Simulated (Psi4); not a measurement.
# GeH3Cl (chlorogermane): TPSSh/def2-TZVP

What is the energy change on altering one bond length of GeH3Cl (chlorogermane) at TPSSh/def2-TZVP? 

The calculation is run with Psi4 1.11.

1 further run of the same task is left out (set aside as unsound or not needed).

## Step 1: The structure to begin with

The species is GeH3Cl (5 atoms), meant as a singlet with charge 0. SMILES: `[Cl][GeH3]`. Geometry: relaxed at PBE0-D4/def2-TZVP.

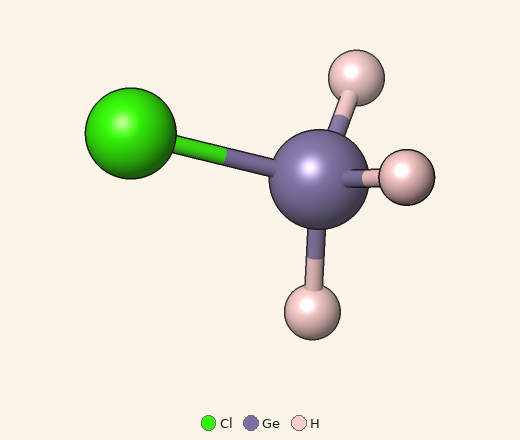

The structure, seen from a chosen angle (chlorine green, germanium purple, hydrogen pink).

## Step 2: The energy at TPSSh/def2-TZVP

clgeh3.py reads:

```python
import psi4

psi4.set_memory('1600 MB')
psi4.set_num_threads(1)
psi4.set_output_file('run.log', False)

m = psi4.geometry("""
0 1
Cl
Ge 1 2.155134
H 2 1.531843 1 107.11447
H 2 1.531812 3 111.72742 1 117.00925
H 2 1.53187 4 111.72076 3 -125.98986
symmetry c1
""")

psi4.set_options({
    'basis': 'def2-TZVP',
    'reference': 'rks',
    'puream': True,
    'e_convergence': 1e-09,
    'd_convergence': 1e-08,
    'scf_type': 'pk',
    'dft_radial_points': 99,
    'dft_spherical_points': 590,
})

E, wfn = psi4.energy("tpssh", return_wfn=True)
psi4.oeprop(wfn, "QUADRUPOLE", "MAYER_INDICES", "LOWDIN_CHARGES", title="TPSSH")
print(f'tpssh energy: {E:.10f} Eh')
```

The run is started by

```sh
$ python clgeh3.py
```

run.log:

```text
[...]
  Running in c1 symmetry.
[...]
  Nuclear repulsion =  176.393821016206658
[...]
  Multiplicity = 1
[...]
  Nalpha       = 26
  Nbeta        = 26
[...]
    Number of basis functions: 103
[...]
   @RKS iter   1: -2537.31589316508644   -1.39920e+00   3.08311e-02 ADIIS/DIIS
[...]
   @RKS iter  11: -2539.03649263434954   -4.27463e-11   5.26553e-09 DIIS
[...]
    Orbital Energies [Eh]
    ---------------------
    Doubly Occupied:
       1A   -398.497086     2A   -101.361474     3A    -49.611073
       4A    -44.103901     5A    -44.102224     6A    -44.102224
       7A     -9.364004     8A     -7.110034     9A     -7.103546
      10A     -7.103546    11A     -6.181308    12A     -4.350429
      13A     -4.345424    14A     -4.345423    15A     -1.185321
      16A     -1.182265    17A     -1.182265    18A     -1.178529
      19A     -1.178528    20A     -0.790385    21A     -0.551474
      22A     -0.368007    23A     -0.367997    24A     -0.365533
      25A     -0.297245    26A     -0.297241
[...]
  @RKS Final Energy: -2539.03649263434954
   => Energetics <=
    Nuclear Repulsion Energy =            176.3938210162066582
    One-Electron Energy =               -3883.2683521622052467
    Two-Electron Energy =                1265.6494660742639553
    DFT Exchange-Correlation Energy =     -97.8114275626146821
    Empirical Dispersion Energy =           0.0000000000000000
    VV10 Nonlocal Energy =                  0.0000000000000000
    Total Energy =                      -2539.0364926343490879
[...]
 Multipole Moments:
 ------------------------------------------------------------------------------------
     Multipole            Electronic (a.u.)      Nuclear  (a.u.)        Total (a.u.)
 ------------------------------------------------------------------------------------
 L = 1.  Multiply by 2.5417464519 to convert [e a0] to [Debye]
 Dipole X            :         -0.0002187            0.0001564           -0.0000623
 Dipole Y            :         -0.0001938            0.0001441           -0.0000497
 Dipole Z            :          2.4593988           -1.7035761            0.7558228
 Magnitude           :                                                    0.7558228
 L = 2.  Multiply by 1.3450342976 to convert [e a0^2] to [Debye ang]
 Quadrupole XX       :        -35.2127529           11.4807990          -23.7319539
 Quadrupole XY       :         -0.0000240           -0.0000341           -0.0000580
[...]
```

The script printed:

```text
tpssh energy: -2539.0364926343 Eh
```

Run time: 31 s. Hardware: 1 thread of AMD EPYC 7R43 (Zen 3), shared host; peak memory 0.74 GiB.

## Step 3: The distorted shape at the same level

job.inp reads:

```
memory 1600 MB

molecule {
  0 1
  Cl    -2.863033    -0.981253    -0.579451
  Ge    -0.825433    -0.970053    -1.281351
  H     -0.826833    -0.299953    -2.658851
  H     -0.368233    -2.429853    -1.361351
  H      0.984500     0.782900     0.956700
  symmetry c1
  no_reorient
  no_com
}

set basis def2-TZVP
set reference rks
set puream true
set e_convergence 1e-09
set d_convergence 1e-08
set scf_type pk
set dft_radial_points 99
set dft_spherical_points 590

e_tot, wfn = energy('tpssh', return_wfn=True)
oeprop(wfn, 'QUADRUPOLE', 'LOWDIN_CHARGES', 'MAYER_INDICES', title='TPSSH')
```

The run is started by

```sh
$ psi4 -i job.inp -o job.out -n 1
```

job.out:

```text
[...]
  Running in c1 symmetry.
[...]
  Nuclear repulsion =  169.187762818737468
[...]
  Multiplicity = 1
[...]
  Nalpha       = 26
  Nbeta        = 26
[...]
    Number of basis functions: 103
[...]
   @RKS iter   1: -2536.66961335996757   -1.01283e+00   3.17333e-02 ADIIS/DIIS
[...]
   @RKS iter  17: -2538.87781790011286   -1.90994e-11   4.93679e-09 DIIS
[...]
    Orbital Energies [Eh]
    ---------------------
    Doubly Occupied:
       1A   -398.533344     2A   -101.389840     3A    -49.645676
       4A    -44.138908     5A    -44.137587     6A    -44.136235
       7A     -9.391704     8A     -7.137653     9A     -7.131893
      10A     -7.130833    11A     -6.214496    12A     -4.383406
      13A     -4.380434    14A     -4.376632    15A     -1.217341
      16A     -1.215862    17A     -1.212682    18A     -1.212167
      19A     -1.210443    20A     -0.814067    21A     -0.556027
      22A     -0.390301    23A     -0.388561    24A     -0.340401
      25A     -0.319565    26A     -0.234537
[...]
  @RKS Final Energy: -2538.87781790011286
   => Energetics <=
    Nuclear Repulsion Energy =            169.1877628187374683
    One-Electron Energy =               -3867.4183467186580856
    Two-Electron Energy =                1257.0051214358816196
    DFT Exchange-Correlation Energy =     -97.6523554360738331
    Empirical Dispersion Energy =           0.0000000000000000
    VV10 Nonlocal Energy =                  0.0000000000000000
    Total Energy =                      -2538.8778179001128592
[...]
 Multipole Moments:
 ------------------------------------------------------------------------------------
     Multipole            Electronic (a.u.)      Nuclear  (a.u.)        Total (a.u.)
 ------------------------------------------------------------------------------------
 L = 1.  Multiply by 2.5417464519 to convert [e a0] to [Debye]
 Dipole X            :        142.3042583         -142.2887862            0.0154721
 Dipole Y            :         93.3575880          -93.8625133           -0.5049253
 Dipole Z            :        101.0547155         -101.8891213           -0.8344058
 Magnitude           :                                                    0.9754086
 L = 2.  Multiply by 1.3450342976 to convert [e a0^2] to [Debye ang]
 Quadrupole XX       :       -608.6036673          581.8680259          -26.7356414
 Quadrupole XY       :       -269.5265176          268.8850535           -0.6414641
[...]
```

Wall time 43 s (1 thread of AMD EPYC 7R43 (Zen 3), shared host); peak memory 0.72 GiB.

## Step 4: Outcome

Level: TPSSh/def2-TZVP.

| quantity | value |
| --- | --- |
| first shape: total energy | -2539.03649 Eh |
| first shape: dipole moment | 1.92 D |
| first shape: HOMO energy | -8.09 eV |
| first shape: LUMO energy | -0.66 eV |
| first shape: HOMO–LUMO gap | 7.43 eV |
| distorted shape: total energy | -2538.87782 Eh |
| distorted shape: dipole moment | 2.48 D |
| distorted shape: HOMO energy | -6.38 eV |
| distorted shape: LUMO energy | -4.67 eV |
| distorted shape: HOMO–LUMO gap | 1.71 eV |
| energy change with the Ge2–H5 bond stretched from 1.532 to 3.370 Å | 4.318 eV |

What this shows: One bond (distorted shape) is far stretched, which a spin-restricted single reference describes badly; a broken-symmetry solution may lie lower. With the Ge2–H5 bond stretched from 1.532 to 3.370 Å the energy rises by 4.32 eV (100 kcal/mol). The first shape isn't relaxed at this level, so the change isn't measured from a minimum. A restricted reference can't describe the breaking bond well at this length.
